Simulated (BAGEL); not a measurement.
# N2H (dinitrogen monohydride): UHF/STO-3G (density fitting with cc-pvqz-jkfit)

What is the vertical doublet–quartet gap of N2H (dinitrogen monohydride) at UHF/STO-3G (density fitting with cc-pvqz-jkfit)? 

The calculation is run with BAGEL 1.2.2.

3 further runs of the same task are left out: 3 that didn't finish.

## 1. The system as given

N2H: 3 atoms, total charge 0, spin state doublet. SMILES: `[N]=N`. The shape is that of a PBE0-D4/def2-TZVP optimisation.

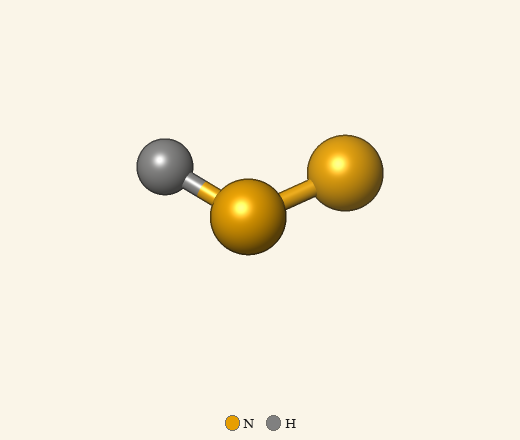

Viewed from a chosen angle; nitrogen amber, hydrogen grey.

## 2. A single-point energy at UHF/STO-3G (density fitting with cc-pvqz-jkfit)

The input, job.json:

```json
{ "bagel": [

{
  "title": "molecule",
  "basis": "sto-3g",
  "df_basis": "cc-pvqz-jkfit",
  "angstrom": true,
  "geometry": [
    { "atom": "N", "xyz": [       0.710530,      -0.606720,       0.326180 ] },
    { "atom": "N", "xyz": [      -0.268660,      -0.217710,      -0.170100 ] },
    { "atom": "H", "xyz": [      -0.441870,       0.824430,      -0.156080 ] }
  ]
},

{
  "title": "uhf",
  "charge": 0,
  "nopen": 1
},

{
  "title": "print",
  "file": "orbitals.molden",
  "orbitals": true
}

]}
```

Run with:

```console
$ BAGEL_NUM_THREADS=1 BAGEL job.json > job.out
```

Log:

```text
* using 1 threads per process

  ===============================================================
  ===============================================================

  *** Geometry ***

  { "atom" : "N", "xyz" : [      1.342707,     -1.146535,      0.616391 ] },
  { "atom" : "N", "xyz" : [     -0.507694,     -0.411412,     -0.321442 ] },
  { "atom" : "H", "xyz" : [     -0.835013,      1.557947,     -0.294948 ] },

  Number of auxiliary basis functions:      263

  Since a DF basis is specified, we compute 2- and 3-index integrals:
    o Being stored without compression. Storage requirement is 0.000 GB

  Number of basis functions:       11
  Number of electrons      :       15

    * METHOD: MOLECULE                             0.03

  *** Open-shell HF ***

  === Nuclear Repulsion ===
    27.7196870100

      * DIIS with orbital gradients will be used.

  === UHF iteration (sto-3g) ===
      0       -107.96043936          0.04398336           0.00
      1       -107.97399313          0.02923310           0.00
      2       -107.97881567          0.01900452           0.00
      3       -107.98180879          0.00349252           0.00
      4       -107.98286091          0.00176745           0.00
      5       -107.98374466          0.00052906           0.00
      6       -107.98439797          0.00013355           0.00
      7       -107.98470733          0.00013751           0.00
      8       -107.98490260          0.00013848           0.00
      9       -107.98531303          0.00013215           0.00
     10       -107.98549798          0.00012838           0.00
     11       -107.98532618          0.00015637           0.00
     12       -107.98599867          0.00012822           0.00
     13       -107.98610141          0.00011165           0.00
     14       -107.98649752          0.00007479           0.00
     15       -107.98659305          0.00004024           0.00
     16       -107.98659921          0.00001441           0.00
     17       -107.98660068          0.00001782           0.00
     18       -107.98660247          0.00000947           0.00
     19       -107.98660276          0.00000154           0.00
     20       -107.98660280          0.00000054           0.00
     21       -107.98660280          0.00000022           0.00
     22       -107.98660280          0.00000016           0.00
     23       -107.98660280          0.00000006           0.00
     24       -107.98660280          0.00000002           0.00
     25       -107.98660280          0.00000001           0.00
    * SCF iteration converged.

    * S^2 (UHF) is 0.9219

    * Permanent dipole moment:
           (    0.151647,    -0.695276,     0.010436) a.u.

    * METHOD: UHF                                  0.07

    * METHOD: PRINT                                0.00

  ===============================================================
```

It took 0.22 s on 1 thread of Arm Neoverse V1, shared host.

## 3. The quartet, same level

The input, calc.json:

```json
{ "bagel": [

{
  "title": "molecule",
  "basis": "sto-3g",
  "df_basis": "cc-pvqz-jkfit",
  "angstrom": true,
  "geometry": [
    { "atom": "N", "xyz": [       0.710530,      -0.606720,       0.326180 ] },
    { "atom": "N", "xyz": [      -0.268660,      -0.217710,      -0.170100 ] },
    { "atom": "H", "xyz": [      -0.441870,       0.824430,      -0.156080 ] }
  ]
},

{
  "title": "uhf",
  "nopen": 3
},

{
  "title": "print",
  "file": "orbitals.molden",
  "orbitals": true
}

]}
```

Run with:

```console
$ BAGEL_NUM_THREADS=1 BAGEL calc.json > calc.out
```

Log:

```text
* using 1 threads per process

  ===============================================================
  ===============================================================

  *** Geometry ***

  { "atom" : "N", "xyz" : [      1.342707,     -1.146535,      0.616391 ] },
  { "atom" : "N", "xyz" : [     -0.507694,     -0.411412,     -0.321442 ] },
  { "atom" : "H", "xyz" : [     -0.835013,      1.557947,     -0.294948 ] },

  Number of auxiliary basis functions:      263

  Since a DF basis is specified, we compute 2- and 3-index integrals:
    o Being stored without compression. Storage requirement is 0.000 GB

  Number of basis functions:       11
  Number of electrons      :       15

    * METHOD: MOLECULE                             0.04

  *** Open-shell HF ***

  === Nuclear Repulsion ===
    27.7196870100

      * DIIS with orbital gradients will be used.

  === UHF iteration (sto-3g) ===
      0       -107.76768664          0.03837527           0.00
      1       -107.78932595          0.01363949           0.00
      2       -107.79356609          0.00708083           0.00
      3       -107.79506025          0.00440722           0.00
      4       -107.79632528          0.00305485           0.00
      5       -107.79744850          0.00228344           0.00
      6       -107.79823496          0.00160533           0.00
      7       -107.79867975          0.00090926           0.00
      8       -107.79883007          0.00028787           0.00
      9       -107.79883207          0.00014917           0.00
     10       -107.79883465          0.00007157           0.00
     11       -107.79883504          0.00001852           0.00
     12       -107.79883509          0.00000632           0.00
     13       -107.79883510          0.00000307           0.00
     14       -107.79883510          0.00000169           0.00
     15       -107.79883510          0.00000023           0.00
     16       -107.79883510          0.00000011           0.00
     17       -107.79883510          0.00000007           0.00
     18       -107.79883510          0.00000003           0.00
     19       -107.79883510          0.00000001           0.00
    * SCF iteration converged.

    * S^2 (UHF) is 3.7513

    * Permanent dipole moment:
           (    0.471247,    -0.368494,     0.219880) a.u.

    * METHOD: UHF                                  0.07

    * METHOD: PRINT                                0.00

  ===============================================================
```

It took 0.22 s on 1 thread of Arm Neoverse V1, shared host.

## 4. What came out

At UHF/STO-3G (density fitting with cc-pvqz-jkfit):

| quantity | value |
| --- | --- |
| doublet: total energy | -107.98660 Eh |
| doublet: dipole moment | 1.81 D |
| doublet: ⟨S²⟩ | 0.922 |
| quartet: total energy | -107.79884 Eh |
| quartet: dipole moment | 1.62 D |
| quartet: ⟨S²⟩ | 3.751 |
| vertical energy of the quartet above the doublet | 5.109 eV |

What this shows: At this shape the quartet lies 5.11 eV (118 kcal/mol) above the doublet. In a minimal basis such a difference can be off by several eV, whatever the method. ⟨S²⟩ (doublet) is 0.92 where a pure doublet has 0.75: the reference is spin-contaminated.
